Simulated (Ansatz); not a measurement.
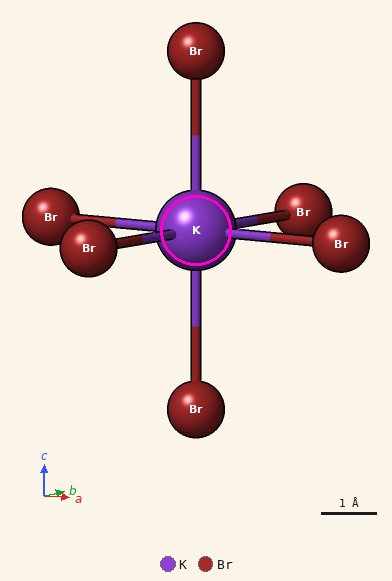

Perfect KBr. The picture is a ball-and-stick view of the atoms within 3.8 Å of one point, seen from a free direction.

Computed with DFT, PBE, plane-wave PAW, default files, scalar-relativistic in Ansatz 0.2.0. (plane-wave cutoff 420 eV; k-point mesh 2 × 2 × 2; occupations fermi dirac; smearing width 0.01 eV; no spin polarisation) A uniform background neutralises the charged cell. The axes drawn are those of the host's conventional cell.

A potassium atom is replaced by beryllium at the ringed place, in charge state +1. The supercell has 54 sites, and the atoms are relaxed at the host's cell.

Q: Predict the relaxed surroundings of the defect.

A: In the host the K atom has 6 Br at 3.30 Å; the Be atom ends with 6 Br at 2.57 Å. Of the host's atoms, a bromine atom moves furthest from its site, by 0.73 Å. Relaxing the atoms from the host's sites lowers the energy by 3.13 eV.

The relaxed defect, seen from the same direction:

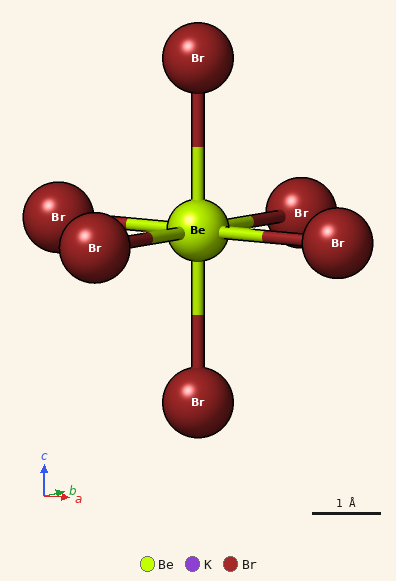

Limits of the set-up: the cell is charged, on a uniform background, and energies carry no finite-size correction.
